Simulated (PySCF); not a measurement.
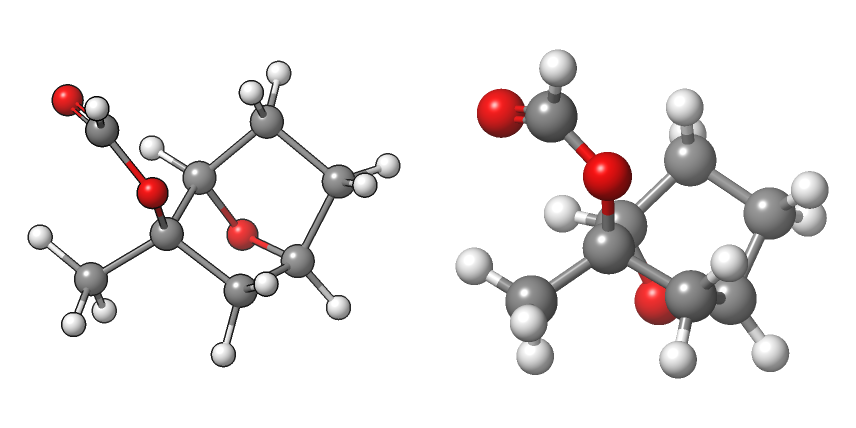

Two views of one molecule. Colours: carbon grey, oxygen red, hydrogen white.

The geometry was computed by an optimisation with PBE0-D3(BJ)/def2-SVP. No frequency run is at hand to confirm it as a minimum.

Describe the molecule.

It has 23 atoms: 8 carbon, 12 hydrogen and 3 oxygen (C₈H₁₂O₃). As SMILES it reads `C[C@@]1(OC=O)C[C@@H]2CC[C@H]1O2`. Independent rings (smallest set): 2 of 5 members. Among its groups: ether, ester. The point group is C1. Coordination: 7 C tetrahedral; 2 O bent; 1 C trigonal planar.

More results for the same structure follow; atom numbers are the same in all pictures, views and colours differ.

### Shape

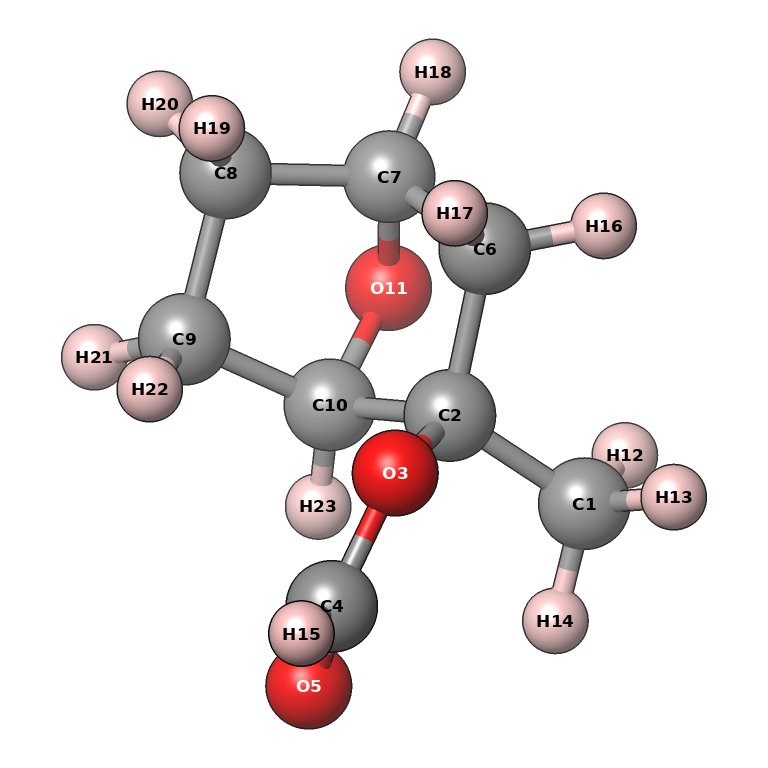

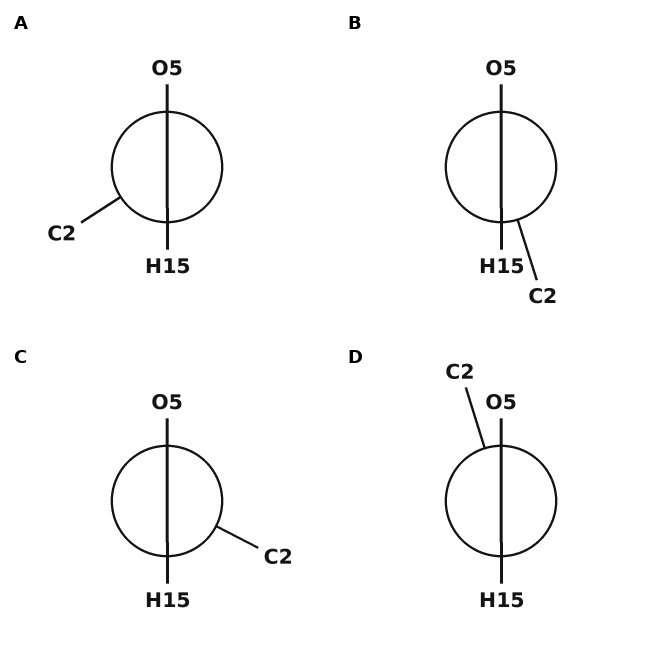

Atoms fade into the background with distance from the viewer. Bonds that would overlap in a projection are set slightly apart. No frequency run is at hand to confirm it as a minimum.

> Which Newman projection shows the view along C4–O3, with C4 in front?

D. The torsion angle O5–C4–O3–C2 is −3°, synperiplanar (eclipsed).

### Ring current

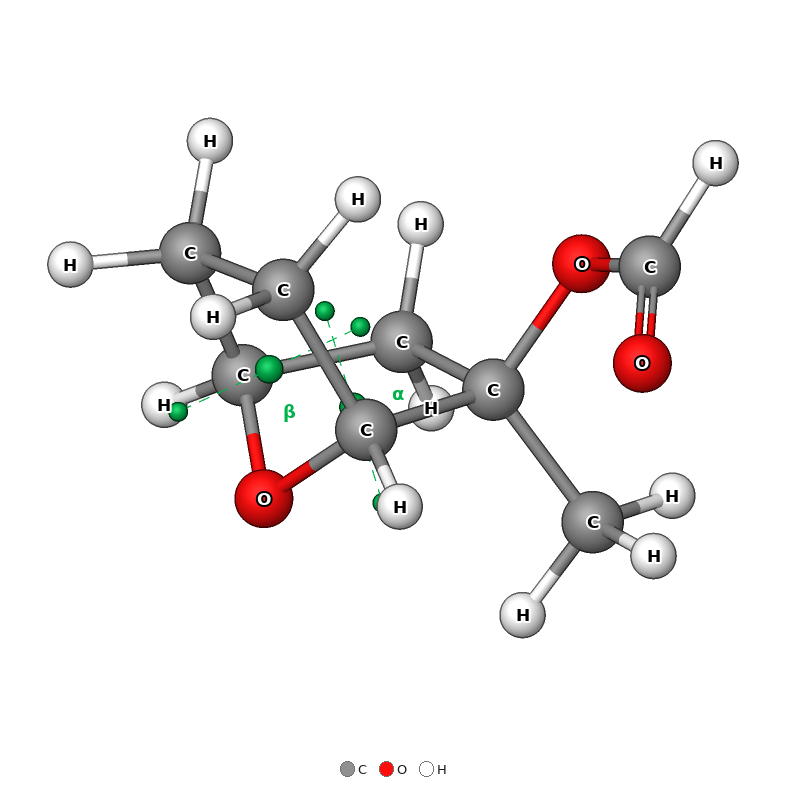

The small points mark where nucleus-independent chemical shifts (NICS) were computed: at the centre of each lettered ring and 1 Å above and below it. No frequency run is at hand to confirm it as a minimum. Properties computed with GIAO B97-2/pcSseg-1 NMR shielding, non-relativistic, gas phase (PySCF 2.14.0).

Give NICS(0), NICS(1) and the out-of-plane component NICS(1)zz for each ring (means of the two sides).

| ring | members | NICS(0) | NICS(1) | NICS(1)zz |
| --- | --- | --- | --- | --- |
| α | C4O | −8.9 | −6.0 | −7.0 |
| β | C4O | −8.7 | −5.4 | −9.0 |

Values in ppm.

### Dipole moment

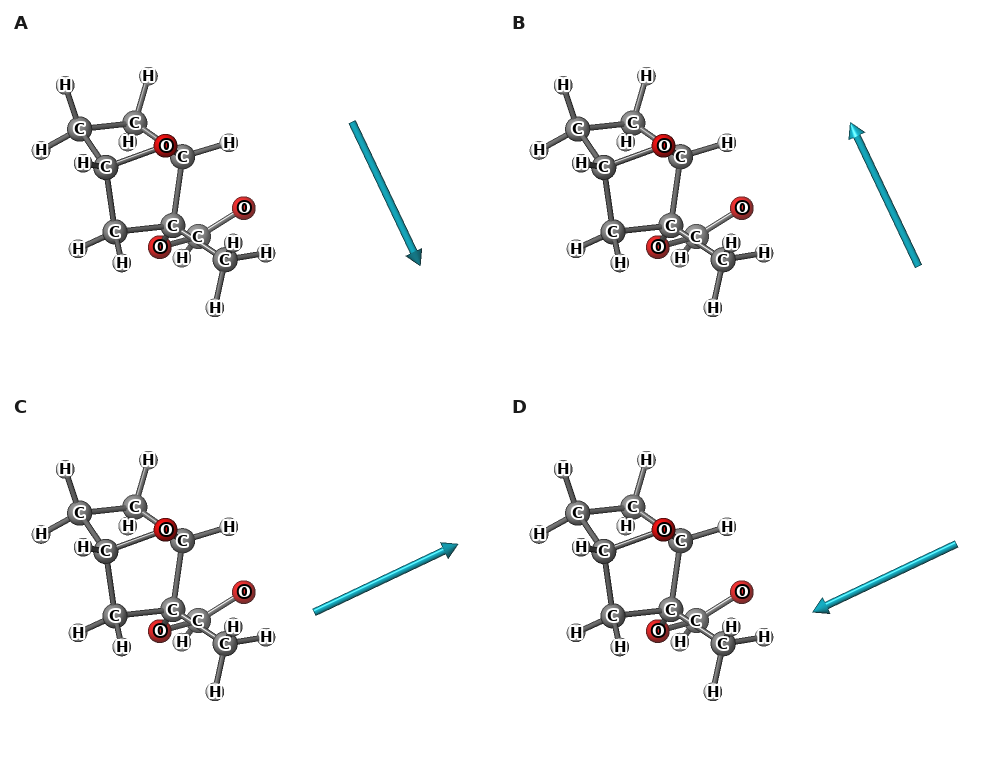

The same molecule four times, each with an arrow. No frequency run is at hand to confirm it as a minimum. Method: PBE0/pcSseg-1, gas phase (PySCF 2.14.0).

> Which arrow points along the dipole moment, from the negative to the positive end?

D. The dipole moment is 2.51 D.

### NMR shielding

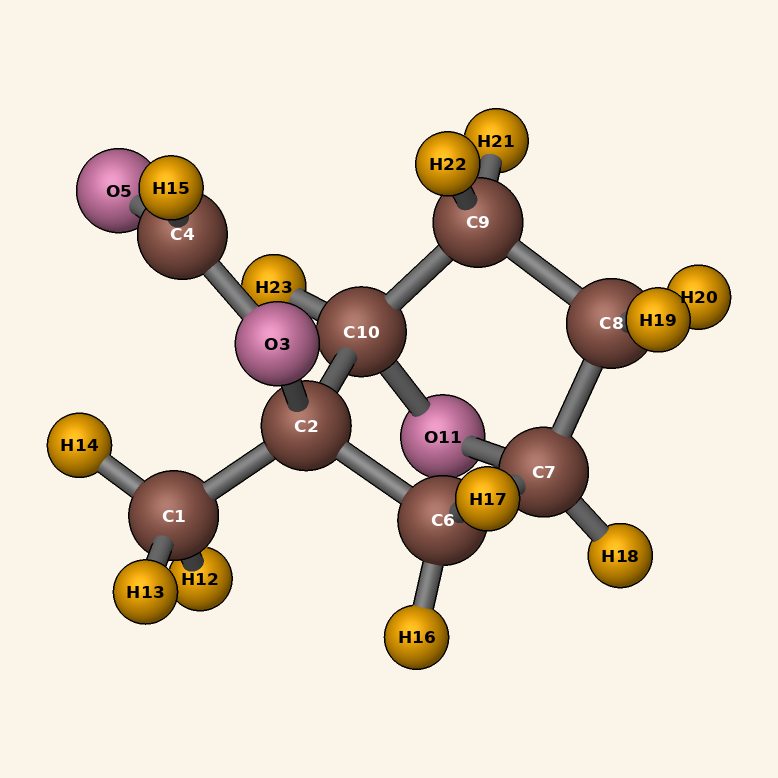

No frequency run is at hand to confirm it as a minimum. Properties computed with GIAO PBE0/pcSseg-1 NMR shielding, non-relativistic, gas phase (PySCF 2.14.0). Principal shieldings σ11 ≤ σ22 ≤ σ33, span Ω = σ33 − σ11, skew κ = 3(σiso − σ22)/Ω.

> Which O atom has the most anisotropic shielding?

O5, with a span of 686 ppm.

Give the shielding tensors of the O atoms.

```
atom     σ11     σ22    σ33    σiso      Ω      κ
  O3   −85.8   156.2  173.3    81.2  259.1  −0.87
  O5  −403.3  −248.5  283.2  −122.9  686.4   0.55
 O11   180.5   215.0  268.1   221.2   87.6   0.21
```

Shieldings and span in ppm.

### Charges

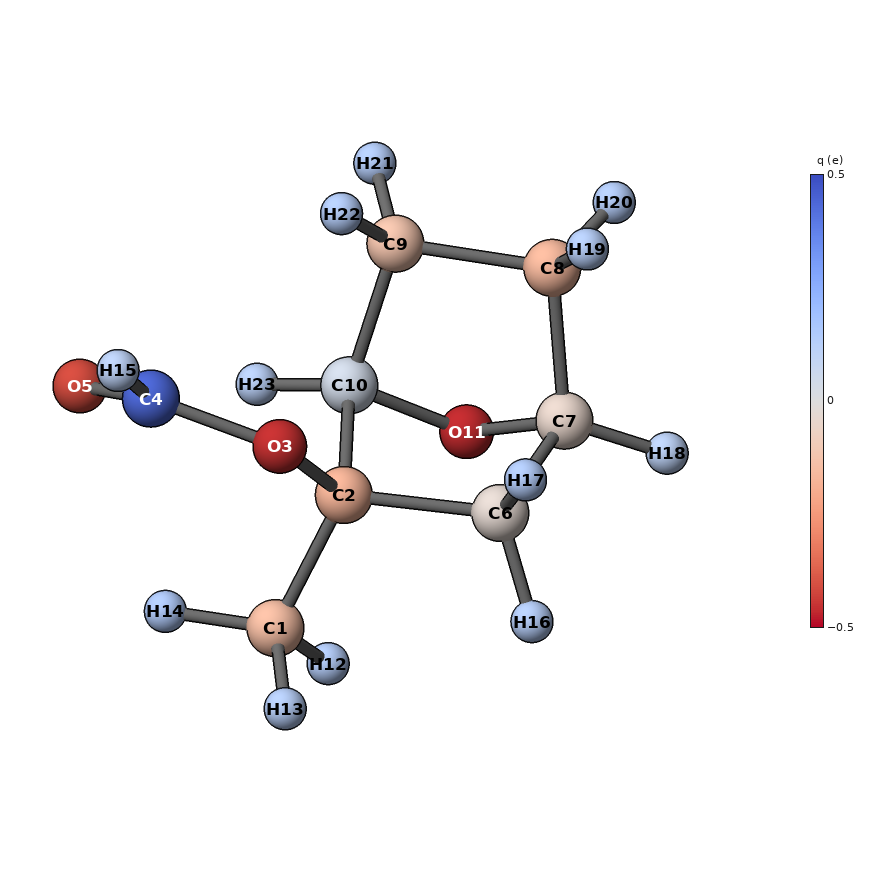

Atoms are coloured by their Mulliken charges. No frequency run is at hand to confirm it as a minimum. Level of theory: PBE0/pcSseg-1, gas phase (PySCF 2.14.0).

List the Mulliken charges.

```csv
atom,value (e)
C1,−0.14
C2,−0.17
O3,−0.45
C4,0.43
O5,−0.41
C6,−0.03
C7,−0.04
C8,−0.16
C9,−0.12
C10,0.04
O11,−0.46
H12,0.13
H13,0.12
H14,0.14
H15,0.11
H16,0.13
H17,0.13
H18,0.11
H19,0.12
H20,0.13
H21,0.13
H22,0.13
H23,0.12
```

Mulliken values depend strongly on the basis set and can even reverse the polarity of a bond.
